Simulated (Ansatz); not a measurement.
# Cu(100) slab, 3 layers: phonons and vibrational spectra

Wanted: phonon frequencies of Cu(100) slab, 3 layers and what follows from them.

Program: Ansatz 0.2.0. Level of theory: DFT PBEsol, scalar-relativistic, plane waves, PAW; PAW set soft_1. Results are calculated unless marked as measured.

## 1. The structure

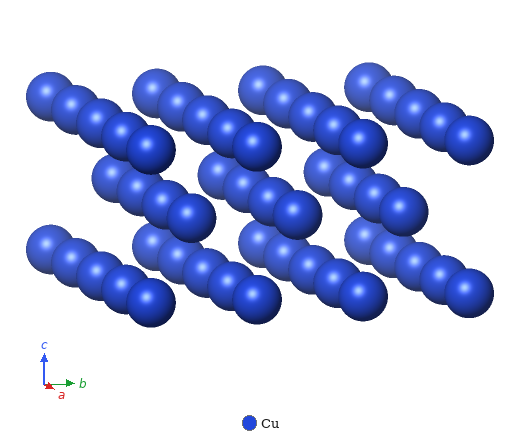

Start, viewed slightly off an axis; copper blue. 4×3×1 cells are drawn. Some periodic images of atoms are drawn too.

The cell holds 3 atoms: 3 Cu. Its edges and angles: a = 2.553 Å, b = 2.553 Å, c = 16.610 Å, α = 90.0°, β = 90.0°, γ = 90.0°. It derives from Cu. Vacuum lies along c.

## 2. Bringing the structure to rest

Harmonic phonons are second derivatives at a point where the forces vanish, and they are wanted at zero stress, so atoms and cell are relaxed first.

The program solves this slab on a cell height of its own, 31.0 Å, in place of the one typed.

Input file input.yaml:

```yaml
crystal:
  lattice:
    - [1.805, 1.805, 0.0]
    - [-1.805, 1.805, 0.0]
    - [0.0, 0.0, 16.61]
  atoms:
    - { symbol: Cu, position: [0.0, 0.0, 0.391331] }
    - { symbol: Cu, position: [0.5, 0.5, 0.5] }
    - { symbol: Cu, position: [0.0, 0.0, 0.608669] }
  periodic: [true, true, false]
kpoints:
  mp_grid: { grid: [16, 16, 1] }
hamiltonian:
  xc: pbesol
  pseudopotentials: { kind: paw, azcp: { folder: soft_1 }, xc_functional: pbe }
scf:
  occupations: { method: gaussian, width: 0.1 }
output:
  forces: true
  stress: true
  eigenvalues: true
relax:
  adjacent_minimum: "off"
  f_tol: 0.005
  max_steps: 80
  cell: { stress_2d_tol: 0.02 }
```

Command:

```bash
$ ansatz run input.yaml --threads 4 --pin off --max-ram 16384MiB --backend cpu --events-out ev --progress --plain --runs-dir out
```

Numbers of over 12 decimals in the logs are rounded to 6 here.

Log:

```text
Warning: crystal.periodic: the lattice vector that does not repeat stood 0.000° off the slab's normal, 16.610 Å along it as the deck builds it. The run solves the slab on a vector along the normal, 31.020 Å long, with every atom where it was (on the deck's vector they left 13.00 Å outside them, and the widest stretch free of ions among them is 1.80 Å). A fractional position that the run reports is one of the run's ce [...]
crystal.periodic: the lattice vector that does not repeat stood 0.000° off the slab's normal, 16.610 Å along it as the deck builds it. The run solves the slab on a vector along the normal, 31.020 Å long, with every atom where it was (on the deck's vector they left 13.00 Å outside them, and the widest stretch free of ions among them is 1.80 Å). A fractional position that the run reports is one of the run's cell, which [...]
Engine: ansatz 0.2.0, aarch64-unknown-linux-gnu
Pseudopotentials: kind: paw
Pseudopotential: Cu, paw, valence charge 19, recommended cutoff 420 eV (normal), soft_1/Cu.paw.azcp
Functional definition: PBEsol
  exchange = pbesol_x
  correlation = pbesol_c
Crystal: 3 atoms, lattice volume = 202.128 Å³
Basis set: ecut = 420 eV, 3971 PW (Γ), exchange–correlation on 36×36×432 points (8 copies of the dense FFT grid, shifted against one another)
Bands: 35, of which v1, the nominal top of the filled ones, is band 29 counted from 1 (28 counted from 0)
Symmetry: 16 space group operations
Space group: P4/mmm (ITA 123), of the structure as read, at distance tolerance 5.9e-5 Å
k-points: 45 of 256
Non-local potential: Cu, projectors of the file, l = 0: 3, l = 1: 2, l = 2: 3, l = 3: 1
PAW form: soft (Blöchl's): semilocal exchange-correlation on the pseudo side does not see the compensation charge
PAW frozen core: Cu, regenerated for the run's functional, and the local potential with it (the file was generated under x = pbe(κ = 0.804, μ = 0.219515), c = pbe(β = 0.066725))
PAW one-centre angular grid: Cu, 590 points (default); XC on 64 Gauss nodes
Initial density: superposition of atomic densities (neutral atoms: chi_scale 0, normalization atom)
Initial wavefunctions: pseudopotential atomic-orbital guess
Functional: x = pbesol(κ = 0.804, μ = 0.123457), c = pbesol(β = 0.046)
SCF iter   1: F=—  HF=-19767.459832 eV  |F-HF|=—  |Δ(HF+E_count)|=         —  Δρ=1.11e-1  dr2=1.51e1  ethr=3.10e-3  ⟨swp⟩=14.2  Hψ=10565  notcnv=0
preconditioner: auto → LDOS  [metal: Δε(μ)=0.033 eV  Ē_g=7.252 eV  σ=0.100 eV  W_gap=0.18  n_scr=20 (ndim 8)  ℏωp=15.0 eV  f_vac=0.767  D(μ)=1.74/eV (n_scr^D=12)  β→1.0]
SCF iter   2: F=—  HF=-19782.167250 eV  |F-HF|=—  |Δ(HF+E_count)|=    1.47e1  Δρ=2.13e-1  dr2=5.11e1  ethr=3.10e-3  ⟨swp⟩=4.1  Hψ=5035  notcnv=0  defer=85  recentre
SCF iter   3: F=—  HF=-19764.956800 eV  |F-HF|=—  |Δ(HF+E_count)|=    1.72e1  Δρ=2.04e-2  dr2=8.94e-1  ethr=3.10e-3  ⟨swp⟩=4.3  Hψ=4846  notcnv=0  defer=81
SCF iter   4: F=—  HF=-19764.784366 eV  |F-HF|=—  |Δ(HF+E_count)|=   1.72e-1  Δρ=1.74e-3  dr2=6.87e-3  ethr=1.57e-3  ⟨swp⟩=2.9  Hψ=3064  notcnv=0  defer=85
SCF iter   5: F=—  HF=-19764.786170 eV  |F-HF|=—  |Δ(HF+E_count)|=   1.80e-3  Δρ=1.54e-3  dr2=2.37e-3  ethr=1.21e-5  ⟨swp⟩=3.3  Hψ=3744  notcnv=0  defer=84
SCF iter   6: F=—  HF=-19764.789155 eV  |F-HF|=—  |Δ(HF+E_count)|=   2.99e-3  Δρ=2.20e-3  dr2=5.95e-3  ethr=4.16e-6  ⟨swp⟩=3.1  Hψ=3377  notcnv=0  defer=84  recentre
SCF iter   7: F=—  HF=-19764.788220 eV  |F-HF|=—  |Δ(HF+E_count)|=   9.35e-4  Δρ=2.36e-4  dr2=1.18e-4  ethr=4.16e-6  ⟨swp⟩=2.3  Hψ=2563  notcnv=0  defer=84
SCF iter   8: F=—  HF=-19764.788219 eV  |F-HF|=—  |Δ(HF+E_count)|=   5.02e-7  Δρ=5.87e-5  dr2=5.72e-6  ethr=2.07e-7  ⟨swp⟩=2.2  Hψ=2271  notcnv=0  defer=84
SCF iter   9: F=—  HF=-19764.788288 eV  |F-HF|=—  |Δ(HF+E_count)|=   6.83e-5  Δρ=3.07e-5  dr2=1.45e-6  ethr=1.00e-8  ⟨swp⟩=3.2  Hψ=3006  notcnv=0  defer=84
iter 10 did not close the SCF: its close was put off until two iterations running show no level that it waits for move by more than its bar (scf_convergence_deferred on its scf_iter line)
SCF iter  10: F=-19764.788289 eV  HF=-19764.788289 eV  |F-HF|=3.78e-8  |Δ(HF+E_count)|=   1.18e-6  Δρ=7.57e-6  dr2=8.72e-8  ethr=1.75e-10  ⟨swp⟩=15.5  Hψ=10102  notcnv=0
iter 11 did not close the SCF: its close was put off until two iterations running show no level that it waits for move by more than its bar (scf_convergence_deferred on its scf_iter line)
SCF iter  11: F=-19764.788289 eV  HF=-19764.788289 eV  |F-HF|=6.29e-9  |Δ(HF+E_count)|=   7.44e-8  Δρ=4.14e-6  dr2=2.54e-8  ethr=1.53e-10  ⟨swp⟩=5.3  Hψ=6050  notcnv=0
SCF iter  12: F=-19764.788289 eV  HF=-19764.788289 eV  |F-HF|=3.31e-9  |Δ(HF+E_count)|=   1.75e-8  Δρ=8.58e-7  dr2=1.17e-9  ethr=4.46e-11  ⟨swp⟩=5.5  Hψ=6196  notcnv=0
SCF 1 converged in 12 iterations: F = -19764.788289 eV  dr2 = 1.17e-9
  greatest PAW one-centre occupation: 1.000 electrons in one spin orbital (limit 2), on the Cu atom at site 2 (counted from 0), in its partial waves of l = 0
relax step   1: F+E_penalty+E_count = -19764.78828895 eV  Δ(F+E_penalty+E_count) = +0.000e0 eV  max|allowed force component| = 4.359e-1 eV/Å  Δτ_max = 0.0000 Å  P = -7.367 N/m  Ω = 202.128 Å³  fix = [c, alpha, beta]  reactions: c +0.000 N/m  (12 SCF iters, dr2 threshold 1.00e-7 eV, accepted)
Crystal: 3 atoms, lattice volume = 195.159 Å³
Basis set: ecut = 420 eV, 3807 PW (Γ), exchange–correlation on 36×36×432 points (8 copies of the dense FFT grid, shifted against one another)
Initial density: handed on by an earlier stage of this run
Initial wavefunctions: those handed on with the density
iter 1 solved again at ethr=9.87e-5 eV; its pass at ethr=3.10e-3 eV (dr2=5.63e-2 eV) is discarded
SCF iter   1: F=—  HF=-19764.894752 eV  |F-HF|=—  |Δ(HF+E_count)|=         —  Δρ=6.74e-3  dr2=5.62e-2  ethr=9.87e-5  ⟨swp⟩=2.4  Hψ=8822  notcnv=0
preconditioner: auto → LDOS  [metal: Δε(μ)=0.037 eV  Ē_g=8.193 eV  σ=0.100 eV  W_gap=0.21  n_scr=20 (ndim 8)  ℏωp=15.3 eV  f_vac=0.771  D(μ)=1.67/eV (n_scr^D=12)  β→1.0]
SCF iter   2: F=—  HF=-19764.951685 eV  |F-HF|=—  |Δ(HF+E_count)|=   5.69e-2  Δρ=1.71e-2  dr2=3.00e-1  ethr=9.86e-5  ⟨swp⟩=2.5  Hψ=3241  notcnv=0  recentre
SCF iter   3: F=—  HF=-19764.885148 eV  |F-HF|=—  |Δ(HF+E_count)|=   6.65e-2  Δρ=1.96e-3  dr2=5.00e-3  ethr=9.86e-5  ⟨swp⟩=3.0  Hψ=3956  notcnv=0  defer=86
SCF iter   4: F=—  HF=-19764.884059 eV  |F-HF|=—  |Δ(HF+E_count)|=   1.09e-3  Δρ=3.13e-4  dr2=6.63e-5  ethr=8.77e-6  ⟨swp⟩=2.9  Hψ=2883  notcnv=0  defer=86
SCF iter   5: F=—  HF=-19764.884245 eV  |F-HF|=—  |Δ(HF+E_count)|=   1.86e-4  Δρ=1.32e-4  dr2=2.81e-5  ethr=1.16e-7  ⟨swp⟩=3.5  Hψ=3667  notcnv=0  defer=86
[...]
SCF iter   7: F=—  HF=-19764.931536 eV  |F-HF|=—  |Δ(HF+E_count)|=   6.25e-5  Δρ=5.56e-5  dr2=3.71e-6  ethr=4.23e-8  ⟨swp⟩=2.7  Hψ=2783  notcnv=0  defer=83
iter 8 did not close the SCF: its close was put off until two iterations running show no level that it waits for move by more than its bar (scf_convergence_deferred on its scf_iter line)
SCF iter   8: F=-19764.931537 eV  HF=-19764.931536 eV  |F-HF|=1.55e-7  |Δ(HF+E_count)|=   1.14e-8  Δρ=1.27e-5  dr2=2.10e-7  ethr=5.26e-10  ⟨swp⟩=13.8  Hψ=10824  notcnv=0
iter 9 did not close the SCF: its close was put off until two iterations running show no level that it waits for move by more than its bar (scf_convergence_deferred on its scf_iter line)
SCF iter   9: F=-19764.931537 eV  HF=-19764.931537 eV  |F-HF|=8.27e-8  |Δ(HF+E_count)|=   2.26e-7  Δρ=1.65e-6  dr2=4.83e-9  ethr=3.69e-10  ⟨swp⟩=6.8  Hψ=6975  notcnv=0
iter 10 did not close the SCF: its close was put off until two iterations running show no level that it waits for move by more than its bar (scf_convergence_deferred on its scf_iter line)
SCF iter  10: F=-19764.931537 eV  HF=-19764.931537 eV  |F-HF|=2.92e-9  |Δ(HF+E_count)|=   8.50e-8  Δρ=3.70e-7  dr2=2.44e-10  ethr=8.47e-12  ⟨swp⟩=5.3  Hψ=5534  notcnv=0
SCF iter  11: F=-19764.931537 eV  HF=-19764.931537 eV  |F-HF|=2.55e-11  |Δ(HF+E_count)|=   2.96e-9  Δρ=2.04e-7  dr2=5.82e-11  ethr=1.00e-12  ⟨swp⟩=3.7  Hψ=4221  notcnv=0
SCF 3 converged in 11 iterations: F = -19764.931537 eV  dr2 = 5.82e-11
relax step   3: F+E_penalty+E_count = -19764.93153667 eV  Δ(F+E_penalty+E_count) = -4.730e-2 eV  max|allowed force component| = 1.505e-1 eV/Å  Δτ_max = 0.0119 Å  P = +1.243 N/m  Ω = 182.830 Å³  energy of the carried Pulay correction = +2.668e-3 eV  fix = [c, alpha, beta]  reactions: c +0.000 N/m  (11 SCF iters, dr2 threshold 3.00e-7 eV, accepted)
[...]
relax step   4: F+E_penalty+E_count = -19764.93608769 eV  Δ(F+E_penalty+E_count) = -4.551e-3 eV  max|allowed force component| = 1.615e-3 eV/Å  Δτ_max = 0.0261 Å  P = -0.009 N/m  Ω = 183.498 Å³  energy of the carried Pulay correction = +2.571e-3 eV  fix = [c, alpha, beta]  reactions: c +0.000 N/m  (10 SCF iters, dr2 threshold 3.00e-7 eV, accepted)
Initial wavefunctions: pseudopotential atomic-orbital guess (no wavefunctions were taken with the density)
iter 1 solved again at ethr=8.22e-6 eV; its pass at ethr=3.10e-3 eV (dr2=4.68e-3 eV) is discarded
SCF iter   1: F=—  HF=-19764.933127 eV  |F-HF|=—  |Δ(HF+E_count)|=         —  Δρ=1.02e-4  dr2=5.31e-6  ethr=8.22e-6  ⟨swp⟩=3.7  Hψ=14474  notcnv=0
eigensolver tolerance schedule: the retry pair's looser diagonalisation over-reported the residual by 880.91 of it (diagonalisation noise at an unbounded share of the residual, at the tolerance the schedule requests for it); recorded, not acted on — ethr = c·dr2/N_el stays at c = 1.0e-1
preconditioner: auto → LDOS  [metal: Δε(μ)=0.031 eV  Ē_g=8.651 eV  σ=0.100 eV  W_gap=0.17  n_scr=22 (ndim 8)  ℏωp=15.7 eV  f_vac=0.768  D(μ)=1.45/eV (n_scr^D=10)  β→1.0]
SCF iter   2: F=—  HF=-19764.933283 eV  |F-HF|=—  |Δ(HF+E_count)|=   1.56e-4  Δρ=6.07e-4  dr2=3.89e-4  ethr=9.32e-9  ⟨swp⟩=5.2  Hψ=5188  notcnv=0
SCF iter   3: F=—  HF=-19764.933307 eV  |F-HF|=—  |Δ(HF+E_count)|=   2.43e-5  Δρ=7.56e-4  dr2=5.46e-4  ethr=9.32e-9  ⟨swp⟩=4.2  Hψ=4323  notcnv=0
SCF iter   4: F=—  HF=-19764.933191 eV  |F-HF|=—  |Δ(HF+E_count)|=   1.16e-4  Δρ=9.09e-5  dr2=7.69e-6  ethr=9.32e-9  ⟨swp⟩=4.0  Hψ=4031  notcnv=0
SCF iter   5: F=—  HF=-19764.933193 eV  |F-HF|=—  |Δ(HF+E_count)|=   1.73e-6  Δρ=3.31e-5  dr2=1.45e-6  ethr=9.32e-9  ⟨swp⟩=3.3  Hψ=3236  notcnv=0
SCF iter   6: F=—  HF=-19764.933193 eV  |F-HF|=—  |Δ(HF+E_count)|=   2.33e-8  Δρ=6.45e-6  dr2=1.02e-7  ethr=2.54e-9  ⟨swp⟩=2.7  Hψ=2772  notcnv=0
SCF iter   7: F=—  HF=-19764.933193 eV  |F-HF|=—  |Δ(HF+E_count)|=   1.40e-7  Δρ=1.73e-6  dr2=6.87e-9  ethr=1.80e-10  ⟨swp⟩=2.6  Hψ=2636  notcnv=0
SCF iter   8: F=—  HF=-19764.933193 eV  |F-HF|=—  |Δ(HF+E_count)|=   2.11e-8  Δρ=3.08e-7  dr2=1.75e-10  ethr=1.21e-11  ⟨swp⟩=2.6  Hψ=2703  notcnv=0
SCF iter   9: F=—  HF=-19764.933193 eV  |F-HF|=—  |Δ(HF+E_count)|=   6.30e-9  Δρ=1.29e-7  dr2=2.46e-11  ethr=1.00e-12  ⟨swp⟩=2.7  Hψ=2527  notcnv=0
SCF iter  10: F=-19764.933193 eV  HF=-19764.933193 eV  |F-HF|=8.73e-11  |Δ(HF+E_count)|=  7.28e-12  Δρ=2.43e-8  dr2=6.22e-13  ethr=1.00e-12  ⟨swp⟩=10.6  Hψ=10570  notcnv=0
SCF 5 converged in 10 iterations: F = -19764.933193 eV  dr2 = 6.22e-13
relax step   5: F+E_penalty+E_count = -19764.93319331 eV  Δ(F+E_penalty+E_count) = +2.894e-3 eV  max|allowed force component| = 1.794e-3 eV/Å  Δτ_max = 0.0000 Å  P = -0.005 N/m  Ω = 183.498 Å³  fix = [c, alpha, beta]  reactions: c +0.000 N/m  stress off target by 4.92e-3 N/m on what of the cell is left free  SCF on the basis re-selected at this cell (its energy is not comparable with the rows above)  (10 SCF iters)
basis re-selected at this cell: Δ(F+E_penalty+E_count) = +2.894e-3 eV, ΔP = +0.004 N/m vs the last step (what re-selecting the basis moved, of the pressure what is left beyond the Pulay correction that the steps carried, after the strain that the cell walked since its last selection, with what the two solves' SCF thresholds leave and, on support functions, any second-order correction that the steps lacked; it is no m [...]
SCF converged after 10 iterations
Free energy (F): -19764.933193 eV
Harris-Foulkes:  -19764.933193 eV  (|F-HF|=8.73e-11)
Internal energy: -19764.925959 eV  (E = F + TS)
E sigma→0 (E₀):  -19764.929576 eV
Entropy (-TS):   -0.007235 eV (-2.412 meV/atom)
Fermi energy:    -4.854929 eV
--- Per-component energies (eV) ---
  E_band       = -2300.990741
  E_kinetic    = 788.173053
  E_local      = -311535.799328  (includes V_loc(G=0)·N_el)
  E_nonlocal   = 2680.081014
  E_hartree    = 154130.600707
  E_xc         = -204.733531
  E_vxc        = -265.284977  (∫ρ·V_xc dr)
  E_paw        = -5341.321505  (= ΣΔE_a)
  E_vpaw       = -2229.364909  (= ΣTr[D̂ρ^β])
  E_aug_tail   = 0.002753  (compensation charges beyond the density's cutoff)
  E_ewald      = 139717.452270
  E_core_change = 0.618608  (= ΣΔE_core)
  E_smearing   = -0.007235  (= −TS)
  E_closure    = 0.000000  (closes the sum)
  Σ components = -19764.933193   (vs F -19764.933193, Δ=0.00e0)
--- Forces (eV/Å), atoms counted from 1 ---
  atom   1  Cu     0.00000000     0.00000000     0.00179427
  atom   2  Cu    -0.00000000     0.00000000     0.00000000
  atom   3  Cu     0.00000000    -0.00000000    -0.00179427
  max |Σ_I F_I| component: 2.17e-19 eV/Å
--- 2D stress c σ (N/m, compression-positive) ---
       -0.004915      -0.000000       0.000000
       -0.000000      -0.004915       0.000000
        0.000000       0.000000       0.000000
  P = ½ c Tr σ = -0.0049 N/m
--- Band table (eV; the first three rows and the last of 45) ---
  k-point 0: bands = [... 25 lower, -6.3377, -6.3373, -6.3373, -6.2781, -6.1368, -4.2643, -0.2923 (-0.3052°), -0.0612 (-0.1076°), ... 2 higher]
  k-point 1: bands = [... 25 lower, -6.4719, -6.4070, -6.3074, -6.2969, -5.9291, -4.0260, -0.1979 (-0.2104°), 0.0416 (-0.0056°), ... 2 higher]
  k-point 2: bands = [... 25 lower, -6.6505, -6.4995, -6.3858, -6.2845, -5.5116, -3.4397, 0.0848 (0.0733°), 0.3496 (0.2997°), ... 2 higher]
  k-point 44: bands = [... 25 lower, -5.8198, -5.8196, -1.5298, -1.5298, 1.6478, 1.6478, 3.8294, 4.0546, ... 2 higher]
  ° read free of the cell's end (the report's vacuum.weakly_bound_levels)
--- Relaxed structure (4 steps of the walk, 4 accepted, 1 SCFs on fresh bases) ---
  F+E_penalty+E_count = -19764.93319331 eV   max|allowed force component| = 1.794e-3 eV/Å   (the final SCF, on the basis selected at the relaxed cell)
  cell:  # Å, volume = 183.4975 Å³
    - [1.719806, 1.719806, 0.0]
    - [-1.719806, 1.719806, 0.0]
    - [0.0, 0.0, 31.01996836]
  atoms:
    - { symbol: Cu, position: [0, 0, 0.208870] }
    - { symbol: Cu, position: [0.5, 0.5, 0.267731] }
    - { symbol: Cu, position: [0, 0, 0.326591] }
```

The job ended after 40 s (4 threads of Arm Neoverse V1, shared host; peak memory 0.65 GiB).

Relaxation path:

```
step  energy less that of the first step (eV)  largest force component (eV/Å)  volume (Å³)
   1                                   0.0000                          0.4359       202.13
   2                                  -0.0960                          0.1862       195.16
   3                                  -0.1432                          0.1505       182.83
   4                                  -0.1478                          0.0016       183.50
  5*                                  -0.1449                          0.0018       183.50
```

Relaxation steps marked * repeat the geometry before them on a plane-wave basis chosen anew for their cell, so energy and pressure can jump there.

Forces are held to the 16 operations that the run works with; a distortion that breaks them can't arise in this run.

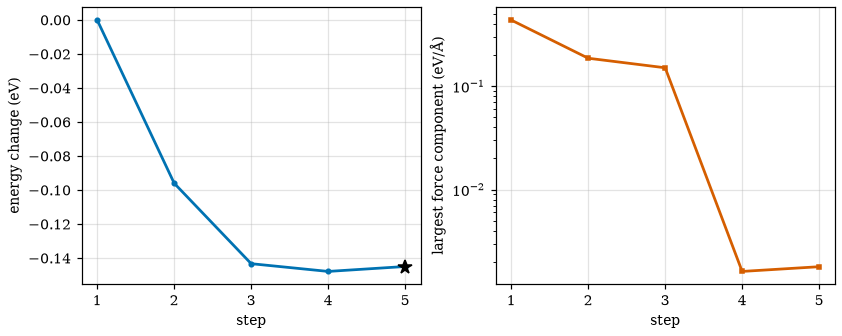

Energy and largest force along the relaxation. Stars mark steps on a basis chosen anew.

```
cell as run  before  after  change
      a (Å)   2.553  2.432  -4.7 %
      b (Å)   2.553  2.432  -4.7 %
```

The atoms that moved most (Å, along periodic axes as changes of fractional coordinates times the final cell, across vacuum about the mean position):

```
atom     dx     dy      dz  length
 Cu3  0.000  0.000   0.021   0.021
 Cu1  0.000  0.000  -0.021   0.021
```

The relaxed structure:

```
Cu
1.0
     1.71981    1.71981    0.00000
    -1.71981    1.71981    0.00000
     0.00000    0.00000   31.01997
Cu
3
Direct
  0.00000 0.00000 0.20887
  0.50000 0.50000 0.26773
  0.00000 0.00000 0.32659
```

Numbers from this step:

```yaml
gap_on_the_k_mesh: 0 eV
area_per_atom: 1.972 Å²
```

The relaxation ends with a largest force component of 0.0018 eV/Å.

## 3. Relaxing to small forces for the phonons

Phonons need a cell at rest on their own settings, so the relaxation is repeated with tight tolerances on forces and stress on the k mesh and occupations of the first response run.

Input file input.yaml:

```yaml
crystal:
  lattice:
    - [1.7198059519, 1.7198059519, 0.0]
    - [-1.7198059519, 1.7198059519, 0.0]
    - [0.0, 0.0, 31.01996836]
  atoms:
    - { symbol: Cu, position: [0.0, 0.0, 0.2088702242] }
    - { symbol: Cu, position: [0.5, 0.5, 0.2677307695] }
    - { symbol: Cu, position: [0.0, 0.0, 0.3265913148] }
  periodic: [true, true, false]
kpoints:
  mp_grid: { grid: [16, 16, 1] }
hamiltonian:
  xc: pbesol
  pseudopotentials: { kind: paw, azcp: { folder: soft_1 }, xc_functional: pbe }
scf:
  occupations: { method: methfessel_paxton, width: 0.2 }
output:
  forces: true
  stress: true
  eigenvalues: true
  write_density: true
  write_potential: true
  elf: true
  volumetric_format: npy
relax:
  adjacent_minimum: "off"
  f_tol: 0.001
  max_steps: 60
  cell: { stress_2d_tol: 0.002 }
```

Log:

```text
[...]
Crystal: 3 atoms, lattice volume = 183.498 Å³
Basis set: ecut = 420 eV, 3503 PW (Γ), exchange–correlation on 36×36×432 points (8 copies of the dense FFT grid, shifted against one another)
Bands: 35, of which v1, the nominal top of the filled ones, is band 29 counted from 1 (28 counted from 0)
Symmetry: 16 space group operations
[...]
k-points: 45 of 256
[...]
° read free of the cell's end (the report's vacuum.weakly_bound_levels)
--- Relaxed structure (3 steps of the walk, 3 accepted, 1 SCFs on fresh bases) ---
[...]
cell:  # Å, volume = 183.5938 Å³
    - [1.720257, 1.720257, 0.0]
    - [-1.720257, 1.720257, 0.0]
    - [0.0, 0.0, 31.01996836]
  atoms:
    - { symbol: Cu, position: [0, 0, 0.208929] }
    - { symbol: Cu, position: [0.5, 0.5, 0.2677307695] }
    - { symbol: Cu, position: [0, 0, 0.326532] }
[key lines of the parts left out:]
SCF converged after 10 iterations
Free energy (F): -19764.931291 eV
Fermi energy:    -4.847509 eV
P = ½ c Tr σ = 0.0013 N/m
```

Run time: 34 s. Hardware: 4 threads; peak memory 0.62 GiB.

Little changed from the start: no atom moved by 0.005 Å and no cell edge by 0.1 %.

This step gave:

```yaml
area_per_atom: 1.973 Å²
```

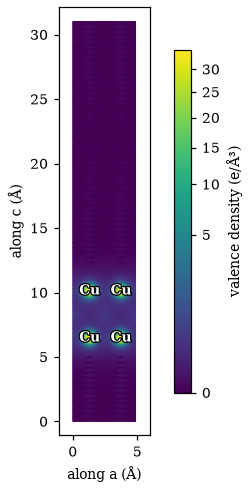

Valence density in the ac plane at fractional y = 0.000, with atoms of Cu within 0.2 Å of it. It is the smooth field of the valence electrons, not physical close to the nuclei. The map starts off the cell's origin, so that atoms lie inside it. The colour scale is stretched toward low values.

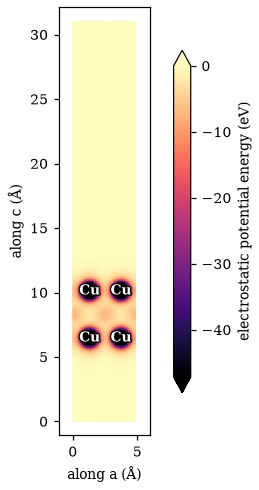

Electrostatic potential energy in the ac plane at fractional y = 0.000, with atoms of Cu within 0.2 Å of it. With pseudopotentials it is smooth inside the atoms' cores, unlike the true potential. The map starts off the cell's origin, so that atoms lie inside it.

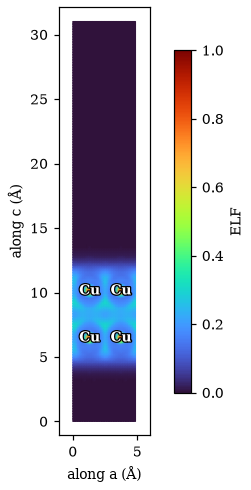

ELF in the ac plane at fractional y = 0.000, with atoms of Cu within 0.2 Å of it. It is the smooth field of the valence electrons, not physical close to the nuclei. The map starts off the cell's origin, so that atoms lie inside it.

The largest force component left is 0.057 meV/Å, within the tolerances set.

(Continued in part 2 of 2.)

[Logs are printed without paths, hosts, clocks, repeated set-up lines and the standing remarks that a program may print on its own settings, such as how far it seeks lower states.]

[Hosts, paths, dates, database ids (printed as entryN), source tags and the programs' standing remarks are cut or masked in the printed files.]
